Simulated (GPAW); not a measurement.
## Dielectric function and optical constants of VN2

Aim: the dielectric function of VN2, and the optical constants that follow from it.

Main program and level: GPAW 26.7.0; DFT, PBE, plane-wave PAW (GPAW data sets), scalar-relativistic, RPA, optical limit.

### 1. The structure

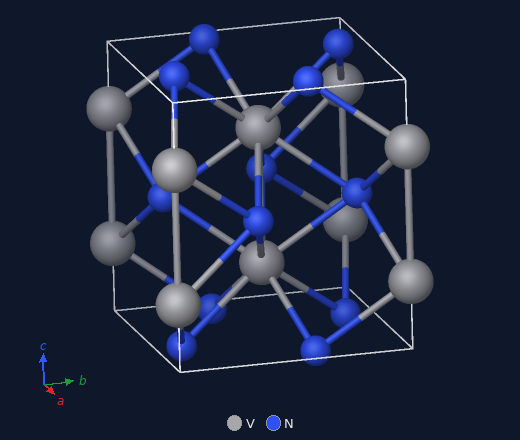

Start, viewed slightly off an axis; vanadium grey, nitrogen blue. This picture shows the conventional cell, with its axes. Some periodic images of atoms are drawn too.

Structure file:

```cif
data_structure
_symmetry_space_group_name_H-M 'P 1'
_symmetry_Int_Tables_number 1
_cell_length_a 3.9317
_cell_length_b 3.9317
_cell_length_c 3.9317
_cell_angle_alpha 113.673
_cell_angle_beta 113.673
_cell_angle_gamma 101.359
_cell_volume 46.10
loop_
_atom_site_label
_atom_site_type_symbol
_atom_site_fract_x
_atom_site_fract_y
_atom_site_fract_z
_atom_site_occupancy
V1 V 0.75000 0.75000 0.00000 1
V2 V 0.25000 0.25000 0.00000 1
N3 N 0.38490 0.11510 0.50000 1
N4 N 0.88490 0.38490 0.26980 1
N5 N 0.61510 0.88490 0.50000 1
N6 N 0.11510 0.61510 0.73020 1
```

### 2. Bands for the response

The response needs many more empty bands than the density does.

This step: DFT, PBE, plane-wave PAW (GPAW data sets), scalar-relativistic, bands at fixed density (GPAW 26.7.0).

Contents of nscf.py:

```python
from ase.dft.bandgap import bandgap
from gpaw import GPAW, FermiDirac

calc = GPAW('gs.gpw').fixed_density(kpts={'size': (10, 10, 10), 'gamma': True}, nbands=47, convergence={'bands': 41},
                                    occupations=FermiDirac(0.05), txt='nscf.txt')
print('gap (eV)', bandgap(calc, output=None)[0])
print('direct gap (eV)', bandgap(calc, direct=True, output=None)[0])
print('top band over the Fermi level (eV)', min(calc.get_eigenvalues(kpt=k)[40] for k in range(len(calc.get_ibz_k_points()))) - calc.get_fermi_level())
calc.write('full.gpw', mode='all')
```

Run with:

```console
> OMP_NUM_THREADS=1 python nscf.py
```

Numbers of over 12 decimals in the logs are rounded to 6 here.

Output:

```text
Diagonalizing LCAO Hamiltonian
Converting LCAO to pw mode
convergence criteria:
- Maximum integral of absolute [eigenst]ate change: 4e-08 eV^2 / valence electron
maximum number of iterations: 150

SCF iterations
|iter     |      energy | eigst |  dens |  magmom |
|iter:   1||             | +1.61 |       |  +0.0007|
|iter:   2||             | +0.88 |       |  +0.0007|
|iter:   3||             | +0.21 |       |  +0.0007|
|iter:   4||             | -0.79 |       |  +0.0007|
|iter:   5||             | -1.76 |       |  +0.0007|
|iter:   6||             | -2.79 |       |  +0.0007|
|iter:   7||             | -3.74 |       |  +0.0007|
|iter:   8||             | -4.73 |       |  +0.0007|
|iter:   9||             | -5.68 |       |  +0.0007|
|iter:  10||             | -6.67 |       |  +0.0007|
|iter:  11||             | -7.45c|       |  +0.0007|
SCF steps: 11
  __  _  _
 | _ |_)|_||  |
 |__||  | ||/\| - 26.7.0

Versions:
  Python: 3.12.14
  ASE:    3.29.0
  Numpy:  2.5.5
  Scipy:  1.18.1
  Libxc:  7.0.0

Input parameters:
  mode=PW(ecut=400.0),
  convergence={'bands': 41},
  gpts=array([20, 20, 20]),
  kpts=MonkhorstPack(size=(10, 10, 10), gamma=True),
  maxiter=150,
  nbands=47,
  occupations=Occupations(name='fermi-dirac', width=0.05, fixmagmom=False),
  parallel={},
  xc=XC(name='PBE')

--- standard output ---
gap (eV) 0.0
direct gap (eV) 0.0
top band over the Fermi level (eV) 15.909431
```

The job ended after 3.3 min (1 thread of Arm Neoverse V2, shared host; peak memory 0.4 GiB).

### 3. Dielectric function, RPA

Local fields let the induced charge screen the field inside the cell, which as a rule lowers ε, most along directions where the density is uneven.

This step: DFT, PBE, plane-wave PAW (GPAW data sets), scalar-relativistic, RPA, optical limit (GPAW 26.7.0).

Contents of df.py:

```python
from gpaw.response.df import DielectricFunction

df = DielectricFunction('full.gpw', frequencies={'type': 'nonlinear', 'domega0': 0.03, 'omega2': 8},
                        ecut=50,
                        eta=0.2,
                        nbands=41,
                        rate=0.03,
                        txt='df.txt')
for direction in ['x', 'z']:
    df.get_dielectric_function(xc='RPA', direction=direction, filename=f'df_{direction}.csv')
```

Run with:

```console
> OMP_NUM_THREADS=1 python df.py
```

Output:

```text
Using integrator: PointIntegrator
NonLinearFrequencyDescriptor(from 0.000 to 83.625 eV, 524 points)
Nonperiodic BCs:  [False False False]
Using integrator: PointIntegrator
NonLinearFrequencyDescriptor(from 0.000 to 83.625 eV, 524 points)
Nonperiodic BCs:  [False False False]
Using integrator: PointIntegrator

Calculating chi0 body with:
    Ground state adapter containing:
    Number of spins: 2
    Number of kpoints: 1000
    Number of irreducible kpoints: 144
    Number of completely occupied states: 21
    Number of partially occupied states: 26

    Linear response parametrization:
    q_c: [0.0, 0.0, 0.0]
    Number of frequency points: 524
    Planewave cutoff: 50.0
    Number of bands: 41
    Number of planewaves: 43
    Broadening (eta): 0.2

Integrating chi0 body.

Symmetries of q_c:
    Direct symmetries (Uq -> q): 8
    Indirect symmetries (TUq -> q): 0
In total 8 allowed symmetries.

144 groups of equivalent kpoints. 85.6% reduction.

Integral kind: spectral function

Calculating chi0 optical extensions with:
    Ground state adapter containing:
    Number of spins: 2
    Number of kpoints: 1000
    Number of irreducible kpoints: 144
    Number of completely occupied states: 21
    Number of partially occupied states: 26

    Linear response parametrization:
    Number of frequency points: 524
    Planewave cutoff: 50.0
    Number of bands: 41
    Number of planewaves: 43
    Broadening (eta): 0.2
Integrating chi0 head and wings.

Symmetries of q_c:
    Direct symmetries (Uq -> q): 8
    Indirect symmetries (TUq -> q): 0
In total 8 allowed symmetries.

144 groups of equivalent kpoints. 85.6% reduction.

Integral kind: spectral function wings

Calculating drude chi0 with:
    Number of frequency points:524
    Plasma frequency decay rate: 0.03 eV

    Ground state adapter containing:
    Number of spins: 2
    Number of kpoints: 1000
    Number of irreducible kpoints: 144
    Number of completely occupied states: 21
    Number of partially occupied states: 26

Symmetries of q_c:
    Direct symmetries (Uq -> q): 8
    Indirect symmetries (TUq -> q): 0
In total 8 allowed symmetries.

144 groups of equivalent kpoints. 85.6% reduction.

Integral kind: intraband
Plasma frequency:
[[2.19+0.j 0.  +0.j 0.  +0.j]
 [0.  -0.j 2.19+0.j 0.  +0.j]
 [0.  +0.j 0.  +0.j 4.79-0.j]]
```

Elapsed: 44 s, on 1 thread; peak memory 0.3 GiB.

The Im ε has structure finer than the step of the table below, so its rows give means over 1 eV, whole bins alone (the curve runs from 0.305 to 15.8 eV). Peaks (eV: height): E ∥ x 3.5: 17.1, 13.0: 3.62; E ∥ z 3.4: 13.8, 14.7: 4.70.

Sum at mesh points, not converged in k. Im ε against photon energy; means over each step:

```tsv
photon energy (eV)	E ∥ x	E ∥ z
1	9.49	21.0
2	9.23	11.6
3	15.0	12.8
4	15.4	11.3
5	11.2	8.60
6	10.1	8.58
7	6.62	5.34
8	4.94	2.72
9	3.45	1.91
10	2.24	1.73
11	1.66	1.35
12	1.93	1.65
13	3.38	1.27
14	2.90	2.65
15	2.26	3.94
```

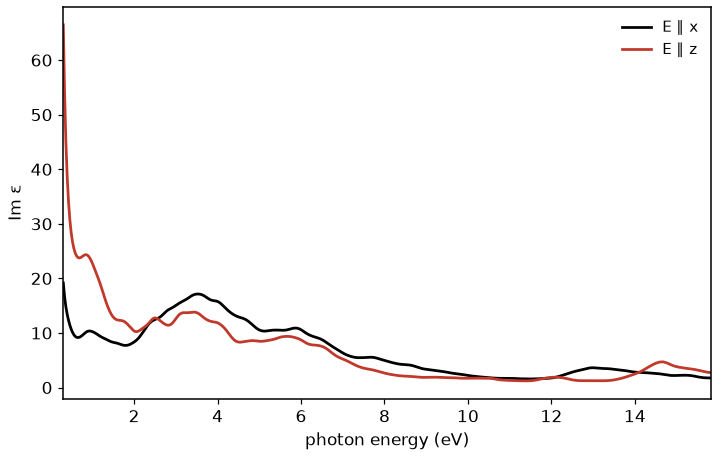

Im ε against photon energy.

Values under 1 per cm are given as 1; sum at mesh points, not converged in k. Table of absorption coefficient by photon energy:

```tsv
photon energy (eV)	E ∥ x (1/cm)	E ∥ z (1/cm)
1.01	1.4e5	4.1e5
1.99	2.1e5	4.0e5
3.02	5.9e5	6.2e5
3.98	1.0e6	9.8e5
4.98	1.1e6	1.0e6
6.02	1.5e6	1.4e6
6.99	1.6e6	1.6e6
8.03	1.6e6	1.4e6
9.02	1.6e6	1.1e6
10.03	1.4e6	9.8e5
11.03	1.1e6	8.1e5
12.02	8.6e5	9.4e5
13.00	1.6e6	6.7e5
14.04	1.8e6	1.0e6
14.96	1.8e6	2.1e6
```

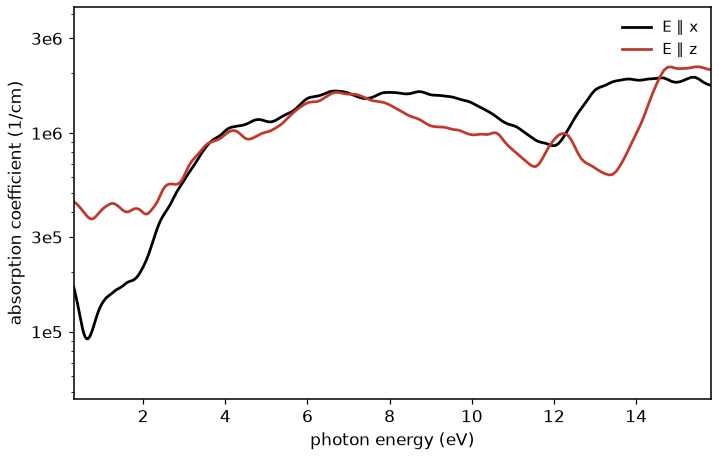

Absorption coefficient, plotted against photon energy.

The loss function −Im 1/ε at q → 0 has structure finer than the step of the table below, so its rows give means over 1 eV, whole bins alone (the curve runs from 0.305 to 15.8 eV). Peaks (eV: height): E ∥ x 11.3: 0.629; E ∥ z 11.0: 0.750, 12.5: 0.597.

Sum at mesh points, not converged in k. The loss function −Im 1/ε at q → 0 by energy loss; means over each step:

```tsv
energy loss (eV)	E ∥ x	E ∥ z
1	0.0464	0.0391
2	0.0318	0.0785
3	0.0411	0.0695
4	0.0624	0.0896
5	0.0897	0.116
6	0.0965	0.111
7	0.131	0.133
8	0.170	0.226
9	0.220	0.431
10	0.343	0.567
11	0.577	0.688
12	0.435	0.484
13	0.279	0.411
14	0.335	0.193
15	0.409	0.252
```

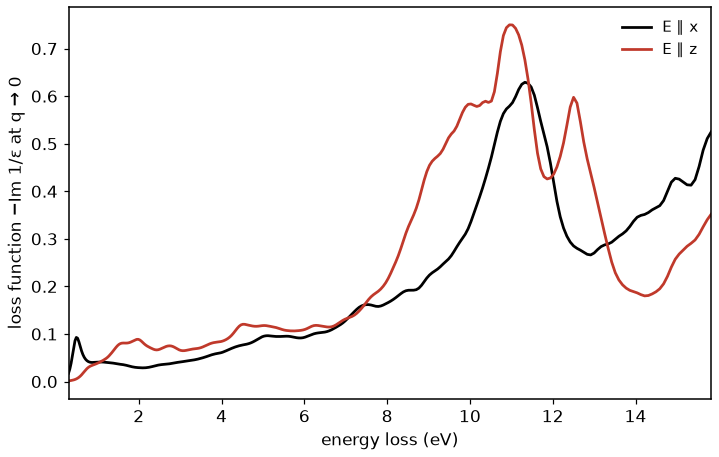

Loss function −Im 1/ε at q → 0, plotted against energy loss.

The Im ε, E ∥ x has structure finer than the step of the table below, so its rows give means over 1 eV, whole bins alone (the curve runs from 0.305 to 15.8 eV). Peaks (eV: height): without local fields 3.5: 17.7, 12.9: 5.06; with local fields 3.5: 17.1, 13.0: 3.62.

Sum at mesh points, not converged in k. Table of Im ε, E ∥ x by photon energy; means over each step:

```tsv
photon energy (eV)	without local fields	with local fields
1	9.67	9.49
2	9.52	9.23
3	15.6	15.0
4	15.6	15.4
5	10.8	11.2
6	9.49	10.1
7	6.22	6.62
8	4.62	4.94
9	3.24	3.45
10	2.14	2.24
11	1.65	1.66
12	2.27	1.93
13	4.56	3.38
14	3.31	2.90
15	2.49	2.26
```

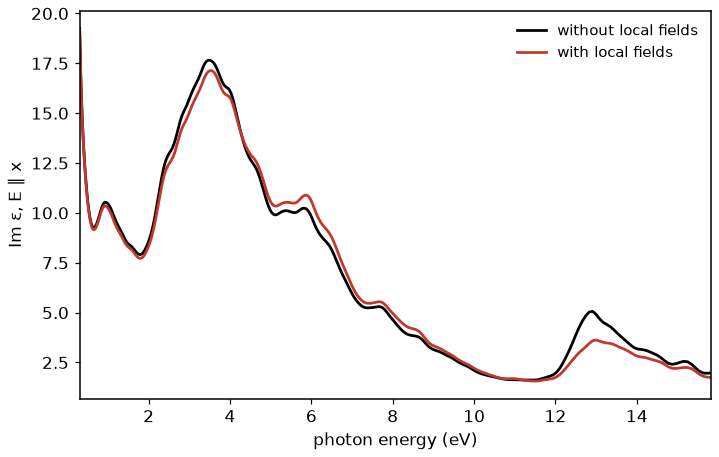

Im ε, E ∥ x, plotted against photon energy.

Sum at mesh points, not converged in k. Table of reflectivity at normal incidence by photon energy; read off at these points:

```tsv
photon energy (eV)	E ∥ x (%)	E ∥ z (%)
1.0	38.5	63.9
2.0	38.5	38.3
3.0	43.8	40.7
4.0	46.6	45.1
5.0	42.5	38.2
6.0	46.1	45.4
6.7	48.7	50.7
7.0	47.9	51.2
7.3	44.1	52.2
8.0	44.2	49.1
9.0	42.9	32.2
10.0	38.9	21.4
11.0	22.2	13.8
12.0	10.2	11.4
13.0	23.4	5.88
14.0	28.3	13.3
15.0	27.6	27.5
15.5	31.0	29.2
```

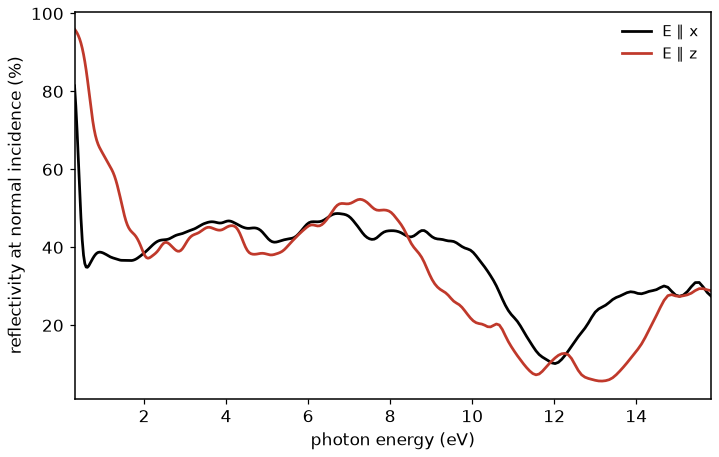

Reflectivity at normal incidence, plotted against photon energy.

From ε follow the optical constants at some laser and lamp lines:

```tsv
wavelength (nm)	n x	k x	R (%) x	1/α x	n z	k z	R (%) z	1/α z
1064	3.69	1.287	37.6	66 nm	2.63	3.700	60.8	23 nm
800	3.72	1.103	36.7	58 nm	2.44	2.570	47.1	25 nm
633	3.95	1.030	38.2	49 nm	2.61	2.040	39.3	25 nm
532	4.14	1.379	41.5	31 nm	3.07	1.893	39.0	22 nm
450	4.04	1.715	43.0	21 nm	2.91	1.981	39.4	18 nm
405	3.92	1.960	44.1	16 nm	3.14	2.102	41.7	15 nm
193	1.86	2.432	47.2	6.3 nm	1.66	2.320	46.7	6.6 nm
```

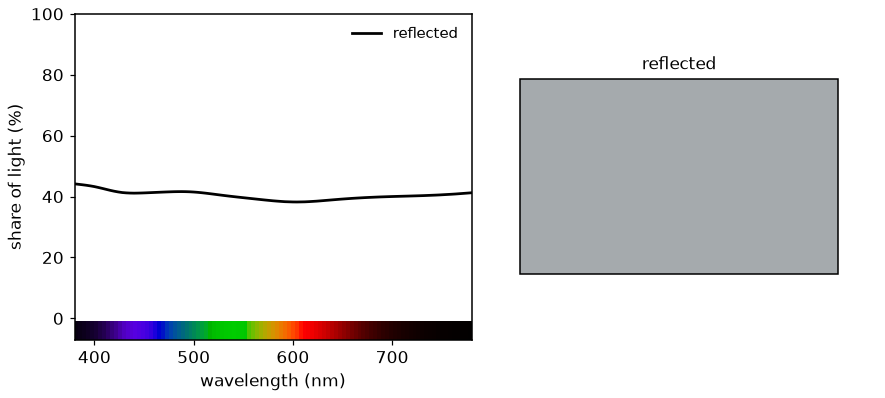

Light reflected across the visible range, with the colour that it makes of daylight (sRGB).

In reflection the computed colour is grey: x = 0.306, y = 0.325, luminous reflectivity 40 %.

### 4. Results

At this level (PBE, RPA) VN2 is a metal. The mesh is too coarse to trust the carriers' weight, the reflectivity or the colour to better than tens of per cent. In reflection the computed colour is grey: x = 0.306, y = 0.325, luminous reflectivity 40 %. The carriers' damping of 0.03 eV is typed, not computed; it shapes the response at the lowest energies. The magnetic state comes from one start and need not be the lowest. The curves end at 16 eV, about where the summed bands run out. In this version of GPAW the matrix elements of the optical limit are incomplete, which can lower ε − 1 by up to a tenth where first-row anions or d states rule, and shift it by more in d metals. GPAW's carrier term has the form −ωp²/(ω + i·rate)², which damps like twice the rate and fails at low energy, so the curves leave the lowest energies out. The sum runs over mesh points 0.21 Å⁻¹ apart with no interpolation, so peaks are partly noise of the mesh, and the Drude plasma energy, a sum over the Fermi surface, isn't converged.

[Machine, clock and banner lines and Python warnings are left out of the logs.]

[Logs are printed without paths, hosts, clocks, repeated set-up lines and the standing remarks that a program may print on its own settings, such as how far it seeks lower states.]

[Hosts, paths, dates, database ids (printed as entryN), source tags and the programs' standing remarks are cut or masked in the printed files.]
